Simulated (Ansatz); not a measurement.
**MgTe, response to strain**

The reference is MgTe in the wurtzite structure (space group P6_3mc, No. 186; a = 4.6089 Å, c = 7.5001 Å). Axes: x lies along a and z along c of the hexagonal cell.

Strains are applied to the cell and any free atomic positions relax; under biaxial strain the out-of-plane vector relaxes too.

Computed with DFT with PBE, PAW potentials and a 420 eV plane-wave cutoff in Ansatz (an electronic-structure program), no spin-orbit coupling.

Notes on the quantities. in-plane stress: mean in-plane stress (compression positive).

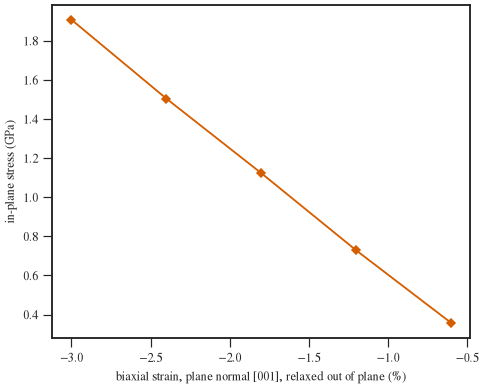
Figure: in-plane stress against biaxial strain, plane normal [001], relaxed out of plane

| biaxial strain, plane normal [001], relaxed out of plane (%) | in-plane stress |
|---|---|
| -3 | +1.9 GPa |
| -2.4 | +1.5 GPa |
| -1.8 | +1.1 GPa |
| -1.2 | +0.7 GPa |
| -0.6 | +0.4 GPa |

No phonon test of stability was made.
